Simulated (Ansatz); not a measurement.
## Run report: C3H9ClSi, geometry relaxation (part 2 of 2)

The same run, continued: C3H9ClSi; RKS PBE0/STO-3G (Ansatz 0.2.0). It belongs to a series of runs on one base structure; here: start relaxed.

Geometry of the input (Å):
```
Si 0.0000  0.0000  0.0000
Cl 0.0000  0.0000  2.1300
C  1.7634  0.0000  -0.6227
H  2.1111  -1.0463  -0.7509
H  1.8119  0.5276  -1.5981
H  2.4154  0.5187  0.1108
C  -0.8808  1.5259  -0.6227
H  -1.9334  1.2723  -0.8671
H  -0.8624  2.3106  0.1622
H  -0.3704  1.9025  -1.5336
C  -0.8808  -1.5259  -0.6227
H  -1.3804  -2.0377  0.2261
H  -1.6409  -1.2332  -1.3768
H  -0.1449  -2.2146  -1.0879
```

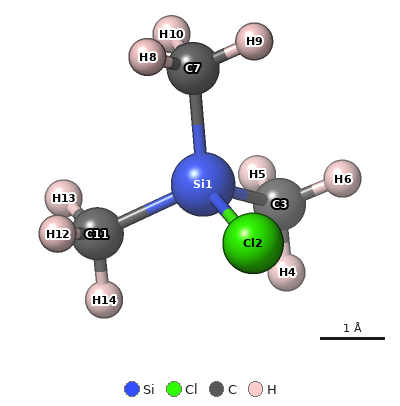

Fig. 1: The geometry at step 10 of the log (ball-and-stick view, seen at a tilt; atoms are numbered from 1 in the order of the input).

Trajectory as extended XYZ, continued:
```
14
Properties=species:S:1:pos:R:3:forces:R:3 step=4 energy=-23384.88779
Si   -0.0008   -0.0174   -0.0683   -0.0107  -0.0408   0.3630
Cl   -0.0087   -0.1065    2.0583    0.0043   0.0008  -0.3429
C     1.7892    0.0160   -0.6033    0.0194   0.0099  -0.0358
H     2.2564   -0.9667   -0.4844   -0.0181   0.0302   0.0210
H     1.8652    0.2991   -1.6591   -0.0062  -0.0175   0.0264
H     2.3687    0.7380   -0.0191   -0.0387  -0.0084  -0.0166
C    -0.8975    1.5493   -0.5530   -0.0182   0.0429  -0.0706
H    -1.9835    1.4145   -0.5141    0.0499   0.0036   0.0377
H    -0.6358    2.3842    0.1057    0.0090  -0.0584  -0.0273
H    -0.6322    1.8341   -1.5782   -0.0217  -0.0217   0.0581
C    -0.8872   -1.5468   -0.6866   -0.0174  -0.0038  -0.0193
H    -1.5578   -1.9514    0.0791    0.0305   0.0450  -0.0363
H    -1.4914   -1.3130   -1.5700    0.0409  -0.0075   0.0168
H    -0.1768   -2.3335   -0.9603   -0.0230   0.0257   0.0258
14
Properties=species:S:1:pos:R:3:forces:R:3 step=5 energy=-23384.86885 accepted=F
Si    0.0000   -0.0261   -0.0658   -0.0488  -0.0787   0.4471
Cl   -0.0069   -0.1683    2.0594    0.0038   0.0191  -0.3769
C     1.7844    0.0266   -0.6019    0.3836   0.0500  -0.1206
H     2.2934   -0.9256   -0.3729   -0.1446   0.3651  -0.0939
H     1.8439    0.1969   -1.6921    0.0342  -0.0727   0.3961
H     2.3317    0.8420   -0.0955   -0.2013  -0.3360  -0.2230
C    -0.8995    1.5432   -0.5182   -0.3024   0.4871  -0.1900
H    -1.9891    1.4518   -0.3227    0.6571   0.1107  -0.1086
H    -0.5101    2.4084    0.0580   -0.2628  -0.4691  -0.3677
H    -0.7583    1.7523   -1.6010   -0.1262  -0.0554   0.6461
C    -0.8801   -1.5397   -0.7221   -0.3377  -0.3588  -0.1528
H    -1.6757   -1.8671   -0.0190    0.4688   0.1614  -0.4679
H    -1.3564   -1.3163   -1.7010    0.2998  -0.1897   0.5613
H    -0.1692   -2.3780   -0.8587   -0.4236   0.3672   0.0508
14
Properties=species:S:1:pos:R:3:forces:R:3 step=6 energy=-23384.90200
Si    0.0002   -0.0221   -0.0613   -0.0048  -0.0060  -0.0476
Cl   -0.0020   -0.1323    2.0474    0.0016  -0.0094  -0.0194
C     1.7882    0.0210   -0.6069   -0.0399   0.0057   0.0446
H     2.2727   -0.9464   -0.4433   -0.0029   0.0208   0.0028
H     1.8550    0.2580   -1.6737    0.0004  -0.0115  -0.0038
H     2.3536    0.7792   -0.0559   -0.0249  -0.0091  -0.0244
C    -0.8997    1.5472   -0.5372    0.0083  -0.0307   0.0459
H    -1.9831    1.4276   -0.4373    0.0315   0.0111   0.0116
H    -0.5929    2.3891    0.0919    0.0042  -0.0341  -0.0324
H    -0.6820    1.8063   -1.5787   -0.0160  -0.0055   0.0065
C    -0.8851   -1.5446   -0.6997    0.0096   0.0283   0.0428
H    -1.6209   -1.9038    0.0277    0.0236   0.0319  -0.0442
H    -1.4158   -1.3205   -1.6311    0.0388  -0.0114   0.0069
H    -0.1803   -2.3590   -0.8951   -0.0296   0.0198   0.0108
14
Properties=species:S:1:pos:R:3:forces:R:3 step=7 energy=-23384.91038
Si    0.0012   -0.0262   -0.0588   -0.0067  -0.0005  -0.1071
Cl    0.0035   -0.1585    2.0450    0.0022  -0.0074   0.0492
C     1.7854    0.0259   -0.6103    0.0011   0.0106   0.0247
H     2.2872   -0.9263   -0.4085   -0.0105   0.0512  -0.0128
H     1.8447    0.2211   -1.6871    0.0075  -0.0193   0.0446
H     2.3374    0.8165   -0.0909   -0.0270  -0.0367  -0.0427
C    -0.9015    1.5436   -0.5212   -0.0205   0.0119   0.0294
H    -1.9811    1.4407   -0.3637    0.0860   0.0235  -0.0086
H    -0.5507    2.3926    0.0761   -0.0221  -0.0497  -0.0601
H    -0.7317    1.7784   -1.5789   -0.0313  -0.0105   0.0743
C    -0.8817   -1.5413   -0.7112   -0.0726  -0.0701  -0.0146
H    -1.6808   -1.8543   -0.0253    0.1249   0.0516  -0.1451
H    -1.3373   -1.3296   -1.6888    0.0958  -0.0597   0.1518
H    -0.1869   -2.3828   -0.8299   -0.1266   0.1051   0.0168
14
Properties=species:S:1:pos:R:3:forces:R:3 step=8 energy=-23384.91452
Si    0.0019   -0.0321   -0.0601   -0.0192  -0.0106  -0.0311
Cl    0.0100   -0.1944    2.0428    0.0001  -0.0037   0.0261
C     1.7830    0.0327   -0.6139    0.1028   0.0270  -0.0124
H     2.3097   -0.8950   -0.3573   -0.0482   0.1257  -0.0443
H     1.8356    0.1671   -1.7024    0.0218  -0.0245   0.1271
H     2.3145    0.8685   -0.1409   -0.0649  -0.1237  -0.0828
C    -0.9052    1.5402   -0.4968   -0.1195   0.1520  -0.0047
H    -1.9740    1.4667   -0.2441    0.2744   0.0441  -0.0703
H    -0.4836    2.4006    0.0435   -0.1151  -0.1695  -0.1527
H    -0.8198    1.7358   -1.5768   -0.0426  -0.0120   0.2456
C    -0.8772   -1.5391   -0.7304   -0.1732  -0.1869  -0.1006
H    -1.7625   -1.7820   -0.1171    0.3156   0.0595  -0.2619
H    -1.2165   -1.3540   -1.7655    0.1332  -0.1182   0.3733
H    -0.2078   -2.4149   -0.7344   -0.2652   0.2409  -0.0113
14
Properties=species:S:1:pos:R:3:forces:R:3 step=9 energy=-23384.92765
Si    0.0032   -0.0341   -0.0618   -0.0168  -0.0013  -0.0202
Cl    0.0145   -0.2002    2.0418    0.0038  -0.0134   0.0015
C     1.7837    0.0360   -0.6194    0.0080   0.0027  -0.0050
H     2.3157   -0.8844   -0.3593   -0.0108   0.0262  -0.0080
H     1.8370    0.1629   -1.7063    0.0021  -0.0084   0.0269
H     2.3118    0.8747   -0.1548   -0.0181  -0.0223  -0.0160
C    -0.9080    1.5402   -0.4853   -0.0143   0.0040  -0.0130
H    -1.9648    1.4752   -0.2069    0.0415   0.0038  -0.0055
H    -0.4740    2.4014    0.0328   -0.0098  -0.0327  -0.0209
H    -0.8527    1.7309   -1.5631   -0.0111  -0.0043   0.0418
C    -0.8753   -1.5407   -0.7351   -0.0460  -0.0463  -0.0139
H    -1.7930   -1.7466   -0.1706    0.0984   0.0270  -0.0746
H    -1.1531   -1.3847   -1.7855    0.0470  -0.0237   0.1056
H    -0.2371   -2.4308   -0.6801   -0.0740   0.0889   0.0013
14
Properties=species:S:1:pos:R:3:forces:R:3 step=10 energy=-23384.93262
Si    0.0046   -0.0357   -0.0613   -0.0006   0.0010  -0.0034
Cl    0.0250   -0.2203    2.0404    0.0019  -0.0021   0.0023
C     1.7817    0.0398   -0.6265   -0.0008   0.0006  -0.0012
H     2.3215   -0.8723   -0.3562    0.0005   0.0011   0.0012
H     1.8308    0.1516   -1.7146   -0.0017  -0.0008  -0.0002
H     2.3048    0.8881   -0.1758   -0.0008   0.0013  -0.0019
C    -0.9122    1.5372   -0.4721   -0.0002  -0.0001   0.0004
H    -1.9583    1.4810   -0.1578    0.0017  -0.0001   0.0058
H    -0.4570    2.4011    0.0207    0.0014  -0.0002  -0.0005
H    -0.8930    1.7160   -1.5522   -0.0032  -0.0020   0.0003
C    -0.8719   -1.5374   -0.7403   -0.0008  -0.0011  -0.0018
H    -1.8334   -1.6917   -0.2420   -0.0029   0.0057  -0.0079
H    -1.0627   -1.4156   -1.8115    0.0095  -0.0029  -0.0004
H    -0.2722   -2.4419   -0.6042   -0.0041  -0.0003   0.0074
14
Properties=species:S:1:pos:R:3:forces:R:3 step=11 energy=-23384.91946 accepted=F
Si    0.0075   -0.0412   -0.0623    0.0220   0.0785   0.0378
Cl    0.0452   -0.2394    2.0378    0.0018  -0.0179   0.0090
C     1.7788    0.0475   -0.6420    0.0135  -0.0031  -0.0012
H     2.3321   -0.8533   -0.3606    0.0022   0.0044  -0.0048
H     1.8175    0.1414   -1.7322    0.0024  -0.0003   0.0034
H     2.2949    0.9099   -0.2099   -0.0054  -0.0072  -0.0019
C    -0.9191    1.5324   -0.4443   -0.0517   0.0493  -0.0465
H    -1.9468    1.4896   -0.0664    0.0831   0.0078  -0.0302
H    -0.4274    2.4008    0.0071   -0.0325  -0.0425  -0.0282
H    -0.9629    1.6925   -1.5285   -0.0045   0.0035   0.0801
C    -0.8665   -1.5368   -0.7515   -0.2743  -0.4224  -0.2150
H    -1.9126   -1.5882   -0.3851    0.5882  -0.0262  -0.2396
H    -0.8872   -1.4861   -1.8612   -0.0174  -0.0833   0.6354
H    -0.3457   -2.4693   -0.4542   -0.3273   0.4593  -0.1982
14
Properties=species:S:1:pos:R:3:forces:R:3 step=12 energy=-23384.93392
Si    0.0059   -0.0360   -0.0605   -0.0009  -0.0389  -0.0097
Cl    0.0365   -0.2396    2.0398   -0.0038   0.0156  -0.0072
C     1.7804    0.0445   -0.6330    0.0025   0.0047  -0.0013
H     2.3269   -0.8621   -0.3571   -0.0037   0.0036  -0.0005
H     1.8244    0.1473   -1.7223    0.0000   0.0000   0.0031
H     2.3003    0.8998   -0.1917   -0.0006  -0.0023  -0.0029
C    -0.9156    1.5370   -0.4605   -0.0187   0.0143   0.0114
H    -1.9517    1.4890   -0.1112    0.0253   0.0040  -0.0075
H    -0.4405    2.4039    0.0088   -0.0092  -0.0120  -0.0110
H    -0.9311    1.7046   -1.5431    0.0028  -0.0099   0.0287
C    -0.8689   -1.5370   -0.7445   -0.0790  -0.1038  -0.0695
H    -1.8725   -1.6431   -0.3127    0.1430   0.0169  -0.0636
H    -0.9771   -1.4518   -1.8347    0.0184  -0.0170   0.1538
H    -0.3092   -2.4564   -0.5306   -0.0760   0.1248  -0.0237
14
Properties=species:S:1:pos:R:3:forces:R:3 step=13 energy=-23384.93495
Si    0.0066   -0.0387   -0.0615   -0.0083   0.0197   0.0067
Cl    0.0343   -0.2310    2.0396    0.0039  -0.0126  -0.0007
C     1.7806    0.0444   -0.6346    0.0052  -0.0013   0.0012
H     2.3284   -0.8610   -0.3574    0.0008   0.0040  -0.0026
H     1.8239    0.1457   -1.7241    0.0000  -0.0011   0.0039
H     2.2992    0.9013   -0.1948   -0.0033  -0.0050  -0.0026
C    -0.9161    1.5346   -0.4562   -0.0091   0.0129  -0.0143
H    -1.9498    1.4883   -0.1002    0.0212   0.0010  -0.0050
H    -0.4368    2.4017    0.0082   -0.0084  -0.0128  -0.0088
H    -0.9380    1.6995   -1.5387   -0.0048   0.0038   0.0164
C    -0.8688   -1.5371   -0.7477   -0.0250  -0.0404  -0.0156
H    -1.8754   -1.6343   -0.3273    0.0498   0.0035  -0.0256
H    -0.9631   -1.4576   -1.8370    0.0088  -0.0066   0.0585
H    -0.3173   -2.4556   -0.5216   -0.0308   0.0350  -0.0114
14
Properties=species:S:1:pos:R:3:forces:R:3 step=14 energy=-23384.93533
Si    0.0065   -0.0382   -0.0613    0.0000  -0.0001  -0.0002
Cl    0.0373   -0.2384    2.0390    0.0003  -0.0008   0.0002
C     1.7801    0.0454   -0.6358    0.0000   0.0001   0.0000
H     2.3287   -0.8596   -0.3594   -0.0001   0.0001  -0.0003
H     1.8225    0.1470   -1.7251   -0.0001   0.0001  -0.0001
H     2.2987    0.9023   -0.1962    0.0000   0.0002  -0.0002
C    -0.9171    1.5350   -0.4546   -0.0002   0.0000   0.0002
H    -1.9475    1.4911   -0.0902    0.0003   0.0003   0.0009
H    -0.4336    2.4028    0.0029    0.0004   0.0002  -0.0004
H    -0.9480    1.6969   -1.5370   -0.0010  -0.0002   0.0001
C    -0.8679   -1.5371   -0.7480    0.0000   0.0000   0.0000
H    -1.8806   -1.6239   -0.3440   -0.0006   0.0010  -0.0017
H    -0.9439   -1.4667   -1.8380    0.0019  -0.0009  -0.0002
H    -0.3275   -2.4566   -0.5057   -0.0009  -0.0001   0.0017
14
Properties=species:S:1:pos:R:3:forces:R:3 step=15 energy=-23384.93544
Si    0.0068   -0.0386   -0.0613    0.0005   0.0000  -0.0003
Cl    0.0397   -0.2426    2.0386    0.0001   0.0010   0.0002
C     1.7798    0.0467   -0.6375   -0.0007   0.0000   0.0005
H     2.3296   -0.8577   -0.3616    0.0004  -0.0008  -0.0001
H     1.8211    0.1482   -1.7268   -0.0003   0.0003  -0.0007
H     2.2980    0.9042   -0.1986    0.0002   0.0007   0.0005
C    -0.9182    1.5346   -0.4514   -0.0008   0.0009  -0.0002
H    -1.9449    1.4937   -0.0763    0.0017   0.0002  -0.0002
H    -0.4287    2.4035   -0.0021   -0.0004  -0.0008  -0.0005
H    -0.9598    1.6924   -1.5341   -0.0003  -0.0004   0.0018
C    -0.8671   -1.5371   -0.7494   -0.0066  -0.0106  -0.0057
H    -1.8889   -1.6106   -0.3650    0.0146   0.0000  -0.0070
H    -0.9202   -1.4779   -1.8418    0.0005  -0.0026   0.0160
H    -0.3396   -2.4588   -0.4861   -0.0088   0.0120  -0.0043
```
